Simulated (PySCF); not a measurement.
## A study: C8H8, SMILES `C=C1C=CC=CC=C1`

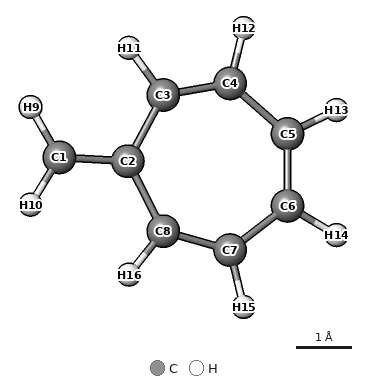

The molecule, with its atoms numbered as below. No frequency check shows the geometry to be a minimum.

Coordinates in Å:

```
C1       2.6146   -0.0002    0.0000
C2       1.2689    0.0003    0.0000
C3       0.5717   -1.2752    0.0000
C4      -0.7414   -1.5607    0.0000
C5      -1.8704   -0.6734    0.0000
C6      -1.8704    0.6734    0.0000
C7      -0.7414    1.5606    0.0000
C8       0.5717    1.2752    0.0000
H9       3.1823   -0.9141    0.0000
H10      3.1822    0.9141    0.0000
H11      1.2482   -2.1228    0.0000
H12     -1.0076   -2.6114    0.0000
H13     -2.8330   -1.1703    0.0000
H14     -2.8330    1.1702    0.0000
H15     -1.0076    2.6113    0.0000
H16      1.2482    2.1228    0.0000
```

## 1. Bonding charge

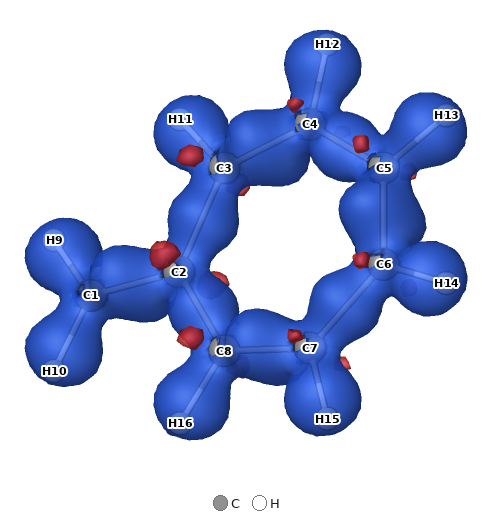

Deformation density (molecule less spherical, spin-averaged free atoms at the same positions), surfaces at ±0.15 e/Å³; blue: gain, red: loss.

Method: HF/cc-pVDZ; geometry: GFN2-xTB; program: PySCF.

Describe the bonding that the map shows.

Answer. C3–C4 and C7–C8: +0.75 e/Å³ at the bond critical point (bond length 1.34 Å, Mayer order 1.8). C1–C2: +0.75 e/Å³ at the bond critical point (bond length 1.35 Å, Mayer order 1.9). C5–C6: +0.75 e/Å³ at the bond critical point (bond length 1.35 Å, Mayer order 1.8). C3–H11 and C8–H16: +0.71 e/Å³ at the bond critical point (bond length 1.08 Å, Mayer order 1.0). C5–H13 and C6–H14: +0.70 e/Å³ at the bond critical point (bond length 1.08 Å, Mayer order 1.0). C4–H12 and C7–H15: +0.70 e/Å³ at the bond critical point (bond length 1.08 Å, Mayer order 1.0). C1–H9 and C1–H10: +0.69 e/Å³ at the bond critical point (bond length 1.08 Å, Mayer order 1.0). C4–C5 and C6–C7: +0.64 e/Å³ at the bond critical point (bond length 1.44 Å, Mayer order 1.1). C2–C8 and C2–C3: +0.63 e/Å³ at the bond critical point (bond length 1.45 Å, Mayer order 1.1). In all, 3.9 electrons gather in the regions of gain relative to the promolecule.

Where do the Hirshfeld charges lie?

Answer. The highest Hirshfeld charge is on H11 and H16 (+0.06 e), the lowest on C1 (−0.12 e).

```
atom  charge (e)
  C1       −0.12
  C2       −0.01
  C3       −0.03
  C4       −0.05
  C5       −0.05
  C6       −0.05
  C7       −0.05
  C8       −0.03
  H9       +0.04
 H10       +0.04
 H11       +0.06
 H12       +0.05
 H13       +0.05
 H14       +0.05
 H15       +0.05
 H16       +0.06
```

## 2. Bond critical points

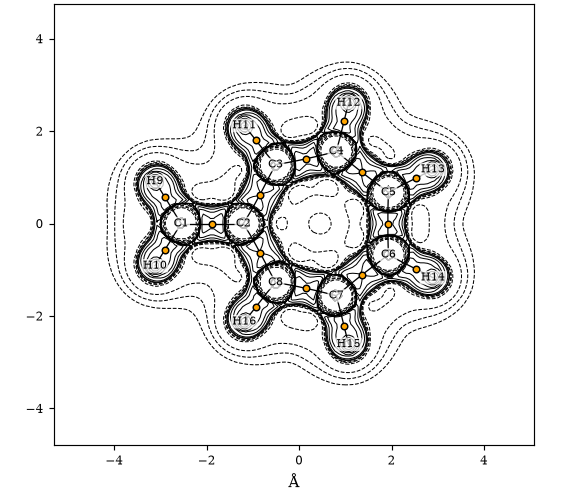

Negative Laplacian of the density (−∇²ρ) in the molecular plane (solid lines positive, dashed lines negative, contours at ±0.02 to ±8 a.u.), with bond paths and bond critical points (dots).

Sort the bonds in the plane by the sign of ∇²ρ at their critical points.

Answer. Concentrated (∇²ρ < 0): C3–C4 and C7–C8 (−0.93 a.u.); C1–C2 (−0.93 a.u.); C5–C6 (−0.93 a.u.); C4–C5 and C6–C7 (−0.81 a.u.); C3–H11 and C8–H16 (−1.11 a.u.); C5–H13 and C6–H14 (−1.11 a.u.); C4–H12 and C7–H15 (−1.10 a.u.); C1–H9 and C1–H10 (−1.10 a.u.); C2–C8 and C2–C3 (−0.78 a.u.). At none is it depleted.

Where along C3–H11 does the critical point lie?

Answer. 0.67 Å from C3 and 0.41 Å from H11.

## 3. Local ionisation energy

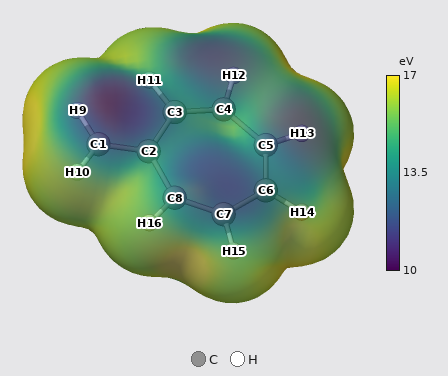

Average local ionisation energy on the surface of electron density 0.001 a.u.

Where are the most loosely bound electrons on this surface?

Answer. The lowest value is 10.2 eV, off the molecular plane, over C1 (2.1 Å), and at like points elsewhere. Further minima include 11.2 eV, off the C5–C6 bond (2.2 to 2.3 Å from its atoms), and at like points elsewhere. For comparison, the highest occupied orbital lies at −7.1 eV.

What volume does the surface enclose, and what is the dipole moment?

Answer. About 155 Å³; the dipole moment is 0.6 D.

## 4. In an electric field

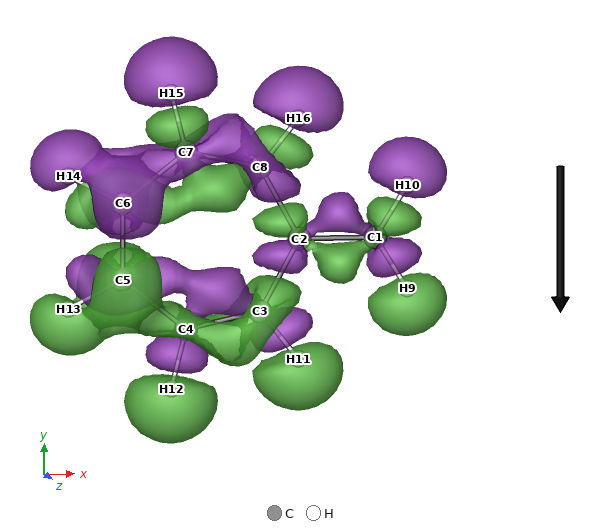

Change of the electron density in a uniform field of 0.41 V/Å along −y (arrow), surfaces at ±0.003 e/Å³ (purple: gain, green: loss).

Level of theory: M06-2X/6-31+G* (PySCF), at a geometry from GFN2-xTB. The basis has diffuse s and p functions alone, which still leaves polarisabilities too small, most of all across bonds.

How large is the response?

Answer. The induced dipole is 1.95 D (along the field); α along this axis, from the fields in both directions, is 96 bohr³ (14.2 Å³).

Which atoms gain and lose the most charge?

Answer. Electrons gather most on H15 (Hirshfeld charge changes by −0.018 e) and leave H12 most (+0.017 e); 0.164 electrons are displaced in all.
